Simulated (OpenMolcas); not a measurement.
# CH5BO2 (SMILES COBO): methods side by side

CH5BO2: 9 atoms, total charge 0, spin state singlet. SMILES: `COBO`. The shape is that of a PBE0-D4/def2-TZVP optimisation. This is one conformer, not always the lowest.

Quantity: the HOMO–LUMO gap, in eV. The values are calculated.

```csv
level,kind,program,value (eV),CPU time
HF/cc-pVDZ,Hartree–Fock,OpenMolcas,17.49,10 s
SVWN5/cc-pVDZ,LDA,OpenMolcas,7.06,39 s
BLYP/cc-pVDZ,GGA,OpenMolcas,7.15,48 s
M06-L/cc-pVDZ,meta-GGA,OpenMolcas,8.01,56 s
TPSS/cc-pVDZ,meta-GGA,OpenMolcas,7.48,60 s
r2SCAN/cc-pVDZ,meta-GGA,OpenMolcas,7.95,58 s
B3LYP/cc-pVDZ,global hybrid,OpenMolcas,9.26,46 s
PBE0/cc-pVDZ,global hybrid,OpenMolcas,9.81,53 s
```

The values span 7.06 to 17.49 eV. Orbital gaps aren't excitation energies; they tend to grow with the share of exact exchange. Times are those of the runs behind each value, whatever else they computed, on shared processors of several kinds: orders of magnitude only.

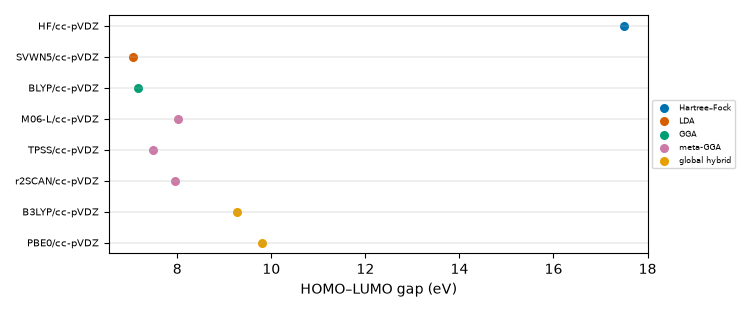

The values of the table, level by level.
